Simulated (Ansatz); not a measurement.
**SnO2 (Cassiterite): a many-body input that goes wrong, and its mend**

Aim: the G0W0 gap of SnO2 (Cassiterite). The first input has a fault.

Calculated with Ansatz 0.2.0; G0W0 on PBE, plane waves, PAW.

### 1. The starting structure

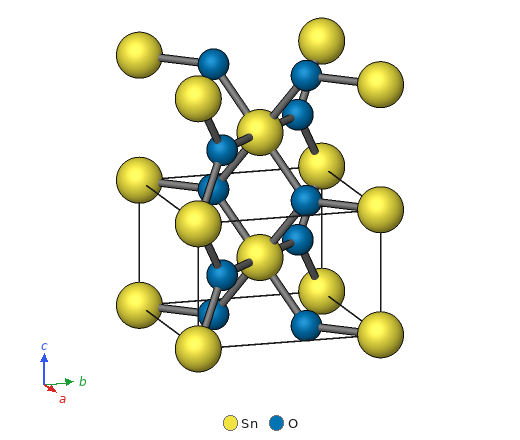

The starting structure, seen slightly off an axis (tin yellow, oxygen blue). 1×1×2 cells are drawn. Some periodic images of atoms are drawn too.

As a file:

```cif
data_structure
_symmetry_space_group_name_H-M 'P 1'
_symmetry_Int_Tables_number 1
_cell_length_a 4.7380
_cell_length_b 4.7380
_cell_length_c 3.1865
_cell_angle_alpha 90.000
_cell_angle_beta 90.000
_cell_angle_gamma 90.000
_cell_volume 71.53
loop_
_atom_site_label
_atom_site_type_symbol
_atom_site_fract_x
_atom_site_fract_y
_atom_site_fract_z
_atom_site_occupancy
Sn1 Sn 0.00000 0.00000 0.00000 1
Sn2 Sn 0.50000 0.50000 0.50000 1
O3 O 0.30710 0.30710 0.00000 1
O4 O 0.19290 0.80710 0.50000 1
O5 O 0.69290 0.69290 0.00000 1
O6 O 0.80710 0.19290 0.50000 1
```

The cell and positions come from the Crystallography Open Database and are kept as given unless a step says otherwise. The default PAW set here is soft_2. Its files were made with PBE.

### 2. First try

input.yaml reads:

```yaml
crystal:
  lattice:
    - [4.738, 0.0, 0.0]
    - [0.0, 4.738, 0.0]
    - [0.0, 0.0, 3.1865]
  atoms:
    - { symbol: Sn, position: [0.0, 0.0, 0.0] }
    - { symbol: Sn, position: [0.5, 0.5, 0.5] }
    - { symbol: O, position: [0.3071, 0.3071, 0.0] }
    - { symbol: O, position: [0.1929, 0.8071, 0.5] }
    - { symbol: O, position: [0.6929, 0.6929, 0.0] }
    - { symbol: O, position: [0.8071, 0.1929, 0.5] }
kpoints:
  mp_grid: { grid: [2, 2, 4] }
hamiltonian:
  xc: pbe
scf:
  occupations: { method: fixed }
gw:
  n_empty_bands: 75
  ecut_chi: 60
  qp_bands: [v2, c2]
  qp_kpoints: band_edges
  screening: { model: contour_deformation }
  nbands: 200
```

The run is started by

```
> ansatz run input.yaml --threads 3 --pin off --max-ram 64512MiB --backend cuda --events-out ev --progress --plain --runs-dir out --devices 1 --max-vram 24GiB  # rebuilt from the run's record
```

Numbers of over 12 decimals in the logs are rounded to 6 here.

What it wrote:

```text
Error: YAML parse error: error: line 25 column 3: unknown field `nbands`, expected one of n_empty_bands, n_guard_bands, ecut_chi, ecutfock_ratio, q_mesh, qp_bands, qp_kpoints, plasmon_pole_fit_frequency, screening, pair_densities, static_remainder, bse
  --> <input>:25:3
   |
23 |   qp_kpoints: band_edges
24 |   screening: { model: contour_deformation }
25 |   nbands: 200
   |   ^ unknown field `nbands`, expected one of n_empty_bands, n_guard_bands, ecut_chi, ecutfock_ratio, q_mesh, qp_bands, qp_kpoints, plasmon_pole_fit_frequency, screening, pair_densities, static_remainder, bse
```

Wall time 0.02 s (3 threads of AMD EPYC 7R13 (Zen 3), shared host); peak memory 0.06 GiB.

**Diagnosis.**

The input was rejected at the start.

The program's message: “Error: YAML parse error: error: line 25 column 3: unknown field `nbands`, expected one of n_empty_bands, n_guard_bands, ecut_chi, ecutfock_ratio, q_mesh, qp_bands, qp_kpoints, plasmon_pole_fit_frequen …”

The fault: a keyword of another program. The key belongs to another code's input; here the screening cutoff is gw.ecut_chi and the count of bands gw.n_empty_bands.

### 3. A better input

G0W0 replaces the xc potential by the self-energy, built once from these orbitals. Only a window of levels is corrected, while the sums run over the empty bands that the input names.

input.yaml: that of step 2 with these lines changed.

```diff
@@ -13,3 +13,3 @@
 kpoints:
-  mp_grid: { grid: [2, 2, 4] }
+  mp_grid: { grid: [4, 4, 4] }
 hamiltonian:
@@ -19,4 +19,4 @@
 gw:
-  n_empty_bands: 75
-  ecut_chi: 60
+  n_empty_bands: 162
+  ecut_chi: 100.0
   qp_bands: [v2, c2]
@@ -24,2 +24 @@
   screening: { model: contour_deformation }
-  nbands: 200
```

What it wrote:

```text
GPUs: using 1 of 1 available (devices: 1).
[...]
device memory: the entry about to start is reckoned to put 0.8 GiB on a device that reports 69.8 GiB free (of which the cap on the GPU budget leaves the run 24.0 GiB)
GPU FFT provider: cuFFT
GPU libraries: cuBLAS 13.8.1, cuFFT 12.4.0, cuSOLVER 12.3.2
Crystal: 6 atoms, lattice volume = 71.533 Å³
Basis set: ecut = 420 eV, 1411 PW (Γ)
Bands: 32, of which v1, the nominal top of the filled ones, is band 26 counted from 1 (25 counted from 0)
Symmetry: 16 space group operations
[...]
k-points: 18 of 64
[...]
GPU buffer pool allocated for 24576 grid points (all kernels)
GPU transforms: local potential and band sums: pruned to the plane-wave sphere, on 32×32×24
[...]
SCF iter   1: F=—  HF=-14317.827550 eV  |F-HF|=—  |Δ(HF+E_count)|=         —  Δρ=1.06e-3  dr2=2.11e-4  ethr=1.77e-3  ⟨swp⟩=4.0  Hψ=2235  notcnv=0  defer=72
[...]
0    25      8.7549   -26.4238     5.0395   -20.7674  0.7523     8.1309     8.1380  root
     0    26      9.5289   -27.1775     5.3781   -21.1422  0.7527     8.8637     8.8716  root
     0    27     10.8096   -14.4338    -3.3378   -18.5808  0.8249    11.6257    11.6188  root
     0    28     15.6959   -12.1122    -4.5540   -17.8356  0.8029    16.8950    16.8653  root
     2    25      8.2711   -26.2875     5.5340   -19.9253  0.7437     7.4268     7.4430  root
     2    26      8.2711   -26.2875     5.5340   -19.9253  0.7437     7.4268     7.4430  root
     2    27     15.7701   -14.7508    -4.5087   -20.7659  0.7878    17.3187    17.2765  root
     2    28     15.7701   -14.7508    -4.5087   -20.7659  0.7878    17.3187    17.2765  root
[...]
17    25      8.6943   -26.6246     5.5471   -20.3046  0.7461     7.9088     7.9215  root
    17    26      8.6943   -26.6246     5.5471   -20.3046  0.7461     7.9088     7.9215  root
    17    27     14.4679   -13.3307    -4.1517   -18.6872  0.8118    15.7000    15.6728  root
    17    28     14.4679   -13.3307    -4.1517   -18.6872  0.8118    15.7000    15.6728  root
[key lines of the parts left out:]
SCF converged after 6 iterations
Free energy (F): -14317.829556 eV
Fermi energy:    9.528859 eV
```

It took 5.8 s on 1 × NVIDIA H100 80GB HBM3 (shared by 3 runs) with 3 threads; peak memory 1.3 GiB.

Reading the cycles: dr2 is the Hartree energy of the density residual (eV), the measure of convergence; HF is the Harris–Foulkes estimate of the energy, which meets the free energy F at convergence.

This step gave:

* bands summed: 188
* RPA ε∞ on this mesh (eigenvalues): 4.508, 4.508, 4.758
* plane waves in the screening matrix: 161
* q-points in the mesh: 64
* G0W0 gap on the mesh: 2.747 eV
* k of the valence top: 0, 0, 0
* k of the conduction bottom: 0, 0, 0
* starting gap on the mesh: 1.281 eV
* Z at the valence top: 0.7527
* Z at the conduction bottom: 0.8249
* least direct G0W0 gap on the computed points: 2.747 eV

The gap on the mesh goes from 1.28 eV to 2.75 eV, a correction of +1.47 eV. Between the two edge states, bare exchange in place of the xc potential would open the gap by 10.18 eV, and correlation takes back 8.72 eV.

### 4. Outcome

| Property | Result |
| --- | --- |
| first try | refused after 0.02 s |
| better run | G0W0 gap on the mesh 2.75 eV (4×4×4 mesh, 162 empty bands, screening to 100 eV) |

**Reading.** The second run differs in: mesh, empty bands, screening cutoff (eV) and nbands. Bands and cutoff are finite, so the gap is not at the basis limit. The miss can reach some tenths of an eV and take either sign; the mesh is an error of its own. The 4×4×4 mesh is coarse for this cell (its supercell is 13 Å along the shortest edge). The RPA ε∞ on it, from the PBE start, is 4.51 and 4.76; such meshes misread the long-range screening, most where the gap is narrow. The many-body steps are scalar-relativistic: spin-orbit coupling is not in them.

[Paths, hosts, dates, memory and timing lines, banners, echoed tables and standing remarks are left out of the program output.]

[Logs are printed without paths, hosts, clocks, repeated set-up lines and the standing remarks that a program may print on its own settings, such as how far it seeks lower states.]

[Runs of the session that timed out or met a known fault of the program may be left out.]

[Cells called generated may have been cut or substituted from an entry of the Crystallography Open Database or the Materials Project.]

[Hosts, paths, dates, database ids (printed as entryN), source tags and the programs' standing remarks are cut or masked in the printed files.]
